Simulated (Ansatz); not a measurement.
## Geometry relaxation of C$_{2}$H$_{10}$AlBGe (part 1 of 2)

System: C$_{2}$H$_{10}$AlBGe, SMILES C[BH][Al]([CH3])[GeH3].
Method: RKS LDA/def2-SVP (Ansatz 0.2.0).

It belongs to a series of runs on one base structure; here: end point B relaxed. Figures and captions count atoms from 1; the log counts them from 0 in places.

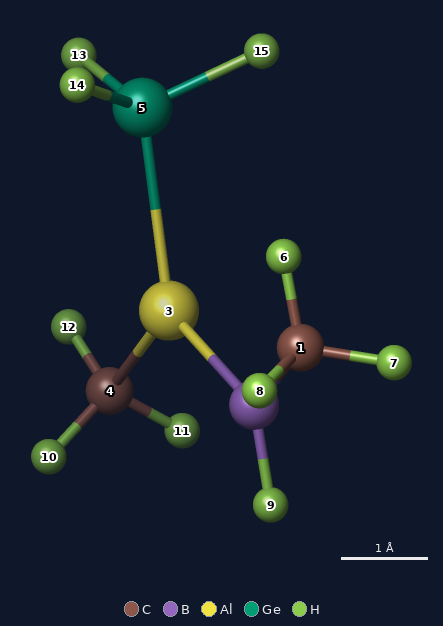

**Figure 1.** The structure as given in the input (ball-and-stick view, seen at a tilt; atoms are numbered from 1 in the order of the input). Sticks mark near contacts. Bond lengths as drawn: Al–B 2.06 Å, Al–C 2.09 Å, Al–Ge 2.42 Å, B–C 1.53 Å, B–H 1.20 Å, C–H 1.07 to 1.17 Å and Ge–H 1.53 to 1.55 Å.

**Key numbers**

```csv
quantity,value
outcome,converged
total energy,−65871.8584 eV
mean-field energy,−65871.8584 eV
largest force (length of the vector) at the end,0.015 eV/Å
hardware,"2 threads of Intel Xeon (Sapphire Rapids), 16 GiB of memory available, shared host"
wall time,57 s (CPU time 1.8 min)
peak memory,0.22 GiB
```

**Input**
```yaml
crystal:
  periodic: [false, false, false]
  atoms:
    - { symbol: C, position_ang: [-1.8348, -0.3694, 1.7433] }
    - { symbol: B, position_ang: [-0.4028, -0.8082, 1.4446] }
    - { symbol: Al, position_ang: [0.58477, -2.08833, 2.72442] }
    - { symbol: C, position_ang: [2.52588, -2.69602, 2.26295] }
    - { symbol: Ge, position_ang: [-0.49266, -2.9564, 4.70875] }
    - { symbol: H, position_ang: [-2.2516, -0.7736, 2.6678] }
    - { symbol: H, position_ang: [-2.5131, -0.6234, 0.8932] }
    - { symbol: H, position_ang: [-1.8633, 0.7971, 1.8302] }
    - { symbol: H, position_ang: [0.11372, -0.40885, 0.43759] }
    - { symbol: H, position_ang: [3.11375, -1.74609, 2.23051] }
    - { symbol: H, position_ang: [2.48448, -3.15038, 1.28559] }
    - { symbol: H, position_ang: [2.84355, -3.35326, 3.05074] }
    - { symbol: H, position_ang: [0.41692, -3.89732, 5.49287] }
    - { symbol: H, position_ang: [-0.93876, -1.76537, 5.59959] }
    - { symbol: H, position_ang: [-1.76869, -3.72931, 4.27069] }
basis:
  gaussian: { orbitals: def2-SVP }
hamiltonian:
  xc: lda
relax:
  f_tol: 0.015
  max_steps: 40
```

Launched with:
```bash
ansatz run input.yaml --threads 2 --pin off --max-ram 3072MiB --backend cpu --events-out ev --progress --plain --runs-dir out
```

**Log**
```
The last accepted step is kept in [file] (removed where the run ends without a failure and the disk answers)
Engine: ansatz 0.2.0, x86_64-unknown-linux-gnu
Functional definition: SPW92
  exchange = slater_x
  correlation = pw_c
1594 factors; their error is unknown
mean field evaluation 1: about -65854.9482 eV, gradient 8.1e1 eV
mean field evaluation 2: about -65813.8378 eV, gradient 1.2e2 eV
mean field evaluation 4: about -65871.1258 eV, gradient 8.8e0 eV
mean field evaluation 8: about -65871.4121 eV, gradient 5.5e-2 eV
mean field evaluation 16: about -65871.3356 eV, gradient 7.1e-5 eV
mean field -65871.33555879 eV, -2420.7269325906 hartree, gradient 7.1e-5 eV, S^2 0.000000; 0 other end points of the search recorded, 0 dependent functions left out
the calculation of the forces begins
reference -65871.33560323 eV, -2420.7269342239 hartree; 36, 36 occupied and 106, 106 virtual orbitals, 1594 factors
relax step   1: F+E_penalty+E_count = -65871.33555879 eV  Δ(F+E_penalty+E_count) = +0.000e0 eV  max|allowed force component| = 2.060e0 eV/Å  Δτ_max = 0.0000 Å  (28 SCF iters, accepted)
these checks for a lower state are left out or cut short: starts, cluster_reference, orbital_swaps, neighbouring_geometries, increment
1594 factors; their error is unknown
mean field -65871.66163468 eV, -2420.7389156587 hartree, gradient 1.2e-5 eV, S^2 0.000000; 0 other end points of the search recorded, 0 dependent functions left out
[... from here on the field's lines of each further geometry are left out, up to the last ...]
relax step   2: F+E_penalty+E_count = -65871.66163468 eV  Δ(F+E_penalty+E_count) = -3.261e-1 eV  max|allowed force component| = 8.954e-1 eV/Å  Δτ_max = 0.1269 Å  (29 SCF iters, accepted)
relax step   3: F+E_penalty+E_count = -65871.69755505 eV  Δ(F+E_penalty+E_count) = -3.592e-2 eV  max|allowed force component| = 1.789e-1 eV/Å  Δτ_max = 0.0615 Å  (29 SCF iters, accepted)
relax step   4: F+E_penalty+E_count = -65871.70103556 eV  Δ(F+E_penalty+E_count) = -3.481e-3 eV  max|allowed force component| = 5.555e-2 eV/Å  Δτ_max = 0.0273 Å  (28 SCF iters, accepted)
relax step   5: F+E_penalty+E_count = -65871.70176770 eV  Δ(F+E_penalty+E_count) = -7.321e-4 eV  max|allowed force component| = 2.345e-2 eV/Å  Δτ_max = 0.0103 Å  (28 SCF iters, accepted)
relax step   6: F+E_penalty+E_count = -65871.70332578 eV  Δ(F+E_penalty+E_count) = -1.558e-3 eV  max|allowed force component| = 1.479e-1 eV/Å  Δτ_max = 0.0950 Å  (27 SCF iters, accepted)
relax step   7: F+E_penalty+E_count = -65871.70713157 eV  Δ(F+E_penalty+E_count) = -3.806e-3 eV  max|allowed force component| = 1.439e-1 eV/Å  Δτ_max = 0.0819 Å  (26 SCF iters, accepted)
relax step   8: F+E_penalty+E_count = -65871.69643146 eV  Δ(F+E_penalty+E_count) = +1.070e-2 eV  max|allowed force component| = 7.094e-1 eV/Å  Δτ_max = 0.1951 Å  (27 SCF iters, rejected (line search))
relax step   9: F+E_penalty+E_count = -65871.71299078 eV  Δ(F+E_penalty+E_count) = -5.859e-3 eV  max|allowed force component| = 4.252e-2 eV/Å  Δτ_max = 0.0976 Å  (28 SCF iters, accepted)
relax step  10: F+E_penalty+E_count = -65871.71738816 eV  Δ(F+E_penalty+E_count) = -4.397e-3 eV  max|allowed force component| = 1.529e-1 eV/Å  Δτ_max = 0.0988 Å  (29 SCF iters, accepted)
relax step  11: F+E_penalty+E_count = -65871.71792501 eV  Δ(F+E_penalty+E_count) = -5.369e-4 eV  max|allowed force component| = 3.724e-1 eV/Å  Δτ_max = 0.1480 Å  (26 SCF iters, accepted)
relax step  12: F+E_penalty+E_count = -65871.72505233 eV  Δ(F+E_penalty+E_count) = -7.127e-3 eV  max|allowed force component| = 1.315e-1 eV/Å  Δτ_max = 0.0497 Å  (28 SCF iters, accepted)
relax step  13: F+E_penalty+E_count = -65871.73308051 eV  Δ(F+E_penalty+E_count) = -8.028e-3 eV  max|allowed force component| = 1.220e-1 eV/Å  Δτ_max = 0.2000 Å  (26 SCF iters, accepted)
relax step  14: F+E_penalty+E_count = -65871.73982918 eV  Δ(F+E_penalty+E_count) = -6.749e-3 eV  max|allowed force component| = 3.273e-1 eV/Å  Δτ_max = 0.1927 Å  (26 SCF iters, accepted)
relax step  15: F+E_penalty+E_count = -65871.75097961 eV  Δ(F+E_penalty+E_count) = -1.115e-2 eV  max|allowed force component| = 3.039e-1 eV/Å  Δτ_max = 0.1232 Å  (26 SCF iters, accepted)
relax step  16: F+E_penalty+E_count = -65871.75667485 eV  Δ(F+E_penalty+E_count) = -5.695e-3 eV  max|allowed force component| = 3.297e-1 eV/Å  Δτ_max = 0.1929 Å  (27 SCF iters, accepted)
relax step  17: F+E_penalty+E_count = -65871.77850709 eV  Δ(F+E_penalty+E_count) = -2.183e-2 eV  max|allowed force component| = 2.699e-1 eV/Å  Δτ_max = 0.1904 Å  (27 SCF iters, accepted)
relax step  18: F+E_penalty+E_count = -65871.78847766 eV  Δ(F+E_penalty+E_count) = -9.971e-3 eV  max|allowed force component| = 3.591e-1 eV/Å  Δτ_max = 0.2000 Å  (26 SCF iters, accepted)
relax step  19: F+E_penalty+E_count = -65871.80509043 eV  Δ(F+E_penalty+E_count) = -1.661e-2 eV  max|allowed force component| = 2.152e-1 eV/Å  Δτ_max = 0.0986 Å  (28 SCF iters, accepted)
relax step  20: F+E_penalty+E_count = -65871.81797998 eV  Δ(F+E_penalty+E_count) = -1.289e-2 eV  max|allowed force component| = 2.702e-1 eV/Å  Δτ_max = 0.1951 Å  (27 SCF iters, accepted)
relax step  21: F+E_penalty+E_count = -65871.82445306 eV  Δ(F+E_penalty+E_count) = -6.473e-3 eV  max|allowed force component| = 2.636e-1 eV/Å  Δτ_max = 0.0646 Å  (28 SCF iters, accepted)
relax step  22: F+E_penalty+E_count = -65871.83456658 eV  Δ(F+E_penalty+E_count) = -1.011e-2 eV  max|allowed force component| = 2.034e-1 eV/Å  Δτ_max = 0.1251 Å  (27 SCF iters, accepted)
relax step  23: F+E_penalty+E_count = -65871.83771139 eV  Δ(F+E_penalty+E_count) = -3.145e-3 eV  max|allowed force component| = 3.544e-1 eV/Å  Δτ_max = 0.1950 Å  (28 SCF iters, accepted)
relax step  24: F+E_penalty+E_count = -65871.84561405 eV  Δ(F+E_penalty+E_count) = -7.903e-3 eV  max|allowed force component| = 2.495e-1 eV/Å  Δτ_max = 0.0731 Å  (29 SCF iters, accepted)
relax step  25: F+E_penalty+E_count = -65871.83837796 eV  Δ(F+E_penalty+E_count) = +7.236e-3 eV  max|allowed force component| = 2.497e-1 eV/Å  Δτ_max = 0.2000 Å  (27 SCF iters, rejected (line search))
relax step  26: F+E_penalty+E_count = -65871.85283119 eV  Δ(F+E_penalty+E_count) = -7.217e-3 eV  max|allowed force component| = 6.122e-2 eV/Å  Δτ_max = 0.0975 Å  (29 SCF iters, accepted)
relax step  27: F+E_penalty+E_count = -65871.85465922 eV  Δ(F+E_penalty+E_count) = -1.828e-3 eV  max|allowed force component| = 5.864e-2 eV/Å  Δτ_max = 0.0812 Å  (28 SCF iters, accepted)
relax step  28: F+E_penalty+E_count = -65871.85585395 eV  Δ(F+E_penalty+E_count) = -1.195e-3 eV  max|allowed force component| = 4.613e-2 eV/Å  Δτ_max = 0.0449 Å  (28 SCF iters, accepted)
relax step  29: F+E_penalty+E_count = -65871.85671512 eV  Δ(F+E_penalty+E_count) = -8.612e-4 eV  max|allowed force component| = 3.433e-2 eV/Å  Δτ_max = 0.0439 Å  (28 SCF iters, accepted)
relax step  30: F+E_penalty+E_count = -65871.85703048 eV  Δ(F+E_penalty+E_count) = -3.154e-4 eV  max|allowed force component| = 4.270e-2 eV/Å  Δτ_max = 0.0256 Å  (28 SCF iters, accepted)
relax step  31: F+E_penalty+E_count = -65871.85725088 eV  Δ(F+E_penalty+E_count) = -2.204e-4 eV  max|allowed force component| = 2.818e-2 eV/Å  Δτ_max = 0.0198 Å  (28 SCF iters, accepted)
relax step  32: F+E_penalty+E_count = -65871.85745161 eV  Δ(F+E_penalty+E_count) = -2.007e-4 eV  max|allowed force component| = 4.796e-2 eV/Å  Δτ_max = 0.0538 Å  (28 SCF iters, accepted)
relax step  33: F+E_penalty+E_count = -65871.85762040 eV  Δ(F+E_penalty+E_count) = -1.688e-4 eV  max|allowed force component| = 2.277e-2 eV/Å  Δτ_max = 0.0076 Å  (22 SCF iters, accepted)
relax step  34: F+E_penalty+E_count = -65871.85744365 eV  Δ(F+E_penalty+E_count) = +1.767e-4 eV  max|allowed force component| = 5.598e-2 eV/Å  Δτ_max = 0.0230 Å  (28 SCF iters, rejected (line search))
relax step  35: F+E_penalty+E_count = -65871.85775494 eV  Δ(F+E_penalty+E_count) = -1.345e-4 eV  max|allowed force component| = 5.876e-3 eV/Å  Δτ_max = 0.0113 Å  (29 SCF iters, accepted)
relax step  36: F+E_penalty+E_count = -65871.85792323 eV  Δ(F+E_penalty+E_count) = -1.683e-4 eV  max|allowed force component| = 3.504e-2 eV/Å  Δτ_max = 0.0551 Å  (27 SCF iters, accepted)
relax step  37: F+E_penalty+E_count = -65871.85809697 eV  Δ(F+E_penalty+E_count) = -1.737e-4 eV  max|allowed force component| = 4.055e-2 eV/Å  Δτ_max = 0.0337 Å  (28 SCF iters, accepted)
relax step  38: F+E_penalty+E_count = -65871.85821966 eV  Δ(F+E_penalty+E_count) = -1.227e-4 eV  max|allowed force component| = 2.925e-2 eV/Å  Δτ_max = 0.0197 Å  (29 SCF iters, accepted)
the calculation of the forces begins
reference -65871.85840987 eV, -2420.7461470133 hartree; 36, 36 occupied and 106, 106 virtual orbitals, 1594 factors
relax step  39: F+E_penalty+E_count = -65871.85836479 eV  Δ(F+E_penalty+E_count) = -1.451e-4 eV  max|allowed force component| = 1.233e-2 eV/Å  Δτ_max = 0.0204 Å  (29 SCF iters, accepted)
1594 factors; their error is unknown
mean field evaluation 288: about -65871.6299 eV, gradient 8.4e0 eV
```

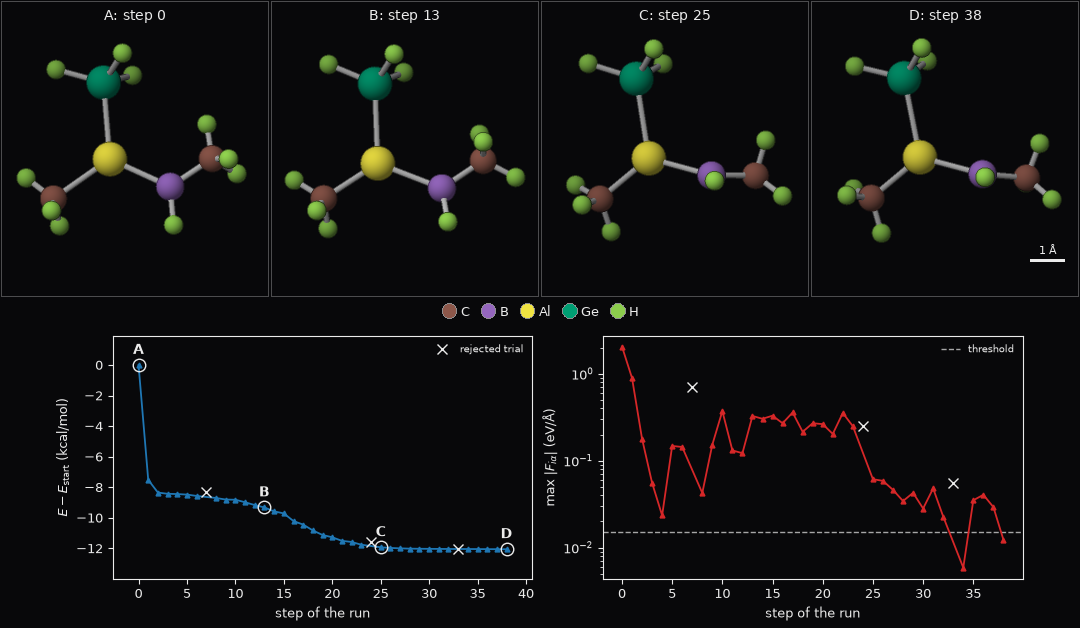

**Figure 2.** Frames of the relaxation (ball-and-stick view, seen at a tilt) above the curves, on which the letters mark them (the first geometry is step 0 here and step 1 in the log).

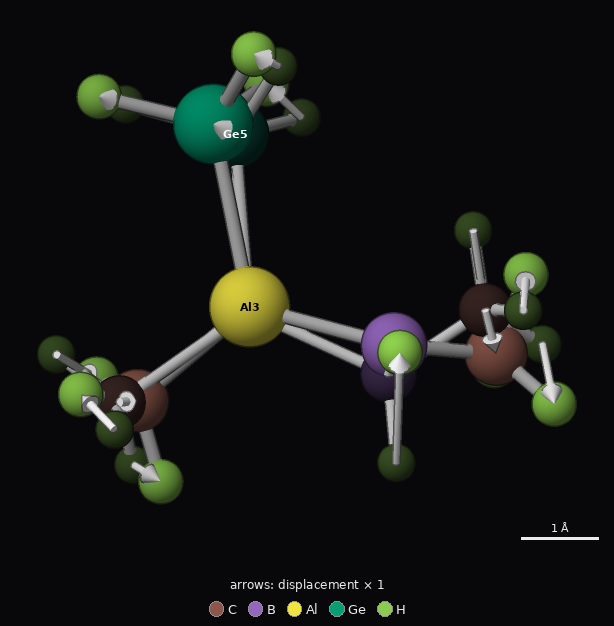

**Figure 3.** Start (faint) and end (solid) with the displacements as white arrows, at true length (ball-and-stick view, seen at a tilt). The two geometries are laid on each other by the best rigid fit. Over 38 geometry steps the energy falls by 12.1 kcal/mol. The largest force component goes from 2.1 to 0.012 eV/Å. The line search rejected the trial steps at points 7, 24, 33 (counted from 0) and went back. The largest move after the best rigid fit is that of H6, 2.14 Å. By element the largest moves are H 2.14 Å, C 0.68 Å, B 0.54 Å, Ge 0.51 Å, Al 0.10 Å. Among the contacts that change: Al3–C4 2.086 → 1.955 Å, Al3–Ge5 2.419 → 2.469 Å, C1–H8 1.170 → 1.126 Å, B2–Al3 2.062 → 2.104 Å. Among the angles that change: B2–C1–H8 108.9° → 99.4°, C1–B2–Al3 120.4° → 128.5°, Al3–C4–H11 106.7° → 114.1°. (Atoms are counted from 1 in the order of the input.)

```
mean field -65871.85836479 eV, -2420.7461453567 hartree, gradient 1.9e-5 eV, S^2 0.000000; 1 other end points of the search recorded, 0 dependent functions left out
the calculation of the forces begins
reference -65871.85840987 eV, -2420.7461470133 hartree; 36, 36 occupied and 106, 106 virtual orbitals, 1594 factors
Total energy: -65871.85840987 eV, -2420.7461470133 hartree
Atom 0 at    -1.878889    -0.663930     1.070383 Å, force     0.002799    -0.000484     0.003198 eV/Å
Atom 1 at    -0.520639    -0.524649     1.794936 Å, force    -0.000942    -0.001127     0.002080 eV/Å
Atom 2 at     0.591663    -2.009648     2.786783 Å, force     0.003095    -0.001075    -0.000947 eV/Å
Atom 3 at     2.183645    -2.920483     2.108835 Å, force     0.012335     0.005577    -0.003241 eV/Å
Atom 4 at    -0.094015    -2.587491     5.086910 Å, force    -0.003249     0.002421     0.003270 eV/Å
Atom 5 at    -2.198633    -1.670551     0.732804 Å, force     0.000147    -0.000552    -0.002515 eV/Å
Atom 6 at    -2.084900     0.097942     0.287801 Å, force    -0.000363     0.000700     0.001267 eV/Å
Atom 7 at    -2.568698    -0.387214     1.916646 Å, force     0.000413     0.002078    -0.001131 eV/Å
Atom 8 at    -0.101176     0.628642     1.915219 Å, force    -0.002939    -0.002111    -0.001005 eV/Å
Atom 9 at     3.079519    -2.477572     2.603991 Å, force    -0.012172    -0.008480    -0.004149 eV/Å
Atom 10 at     2.327917    -2.826714     1.012108 Å, force    -0.001010    -0.004045     0.010104 eV/Å
Atom 11 at     2.183115    -3.999051     2.380025 Å, force    -0.000905     0.007938    -0.003288 eV/Å
Atom 12 at     0.956368    -3.374016     5.915573 Å, force    -0.000764     0.000820    -0.001454 eV/Å
Atom 13 at    -0.495783    -1.366838     5.956462 Å, force     0.001082    -0.000769    -0.002114 eV/Å
Atom 14 at    -1.362135    -3.487258     5.074325 Å, force     0.002472    -0.000890    -0.000074 eV/Å
Dipole moment:    -0.031895     0.047444    -0.358830 e Å
```

**Trajectory as extended XYZ (Å, eV, eV/Å), 15 of the 39 frames kept, from step=1 to step=39**
```
15
Properties=species:S:1:pos:R:3:forces:R:3 step=1 energy=-65871.33556
C    -1.8348   -0.3694    1.7433   -0.2075   1.4897  -0.0810
B    -0.4028   -0.8082    1.4446   -0.3313   0.2559  -0.1003
Al    0.5848   -2.0883    2.7244    1.9873  -0.8202  -0.2135
C     2.5259   -2.6960    2.2630   -2.0604   1.8969   0.7627
Ge   -0.4927   -2.9564    4.7088   -0.1880   0.2599  -0.3000
H    -2.2516   -0.7736    2.6678   -0.3885  -0.1924   0.5099
H    -2.5131   -0.6234    0.8932   -0.0120   0.1855  -0.0524
H    -1.8633    0.7971    1.8302    0.0038  -1.3144  -0.2719
H     0.1137   -0.4088    0.4376    0.2292   0.2511  -0.5579
H     3.1138   -1.7461    2.2305    0.0901  -0.3085  -0.0471
H     2.4845   -3.1504    1.2856    0.2003  -0.5276  -0.9494
H     2.8436   -3.3533    3.0507    0.6948  -0.7946   0.6458
H     0.4169   -3.8973    5.4929    0.0591  -0.2175   0.3307
H    -0.9388   -1.7654    5.5996   -0.0702  -0.1660   0.1290
H    -1.7687   -3.7293    4.2707   -0.0066   0.0021   0.1954
```
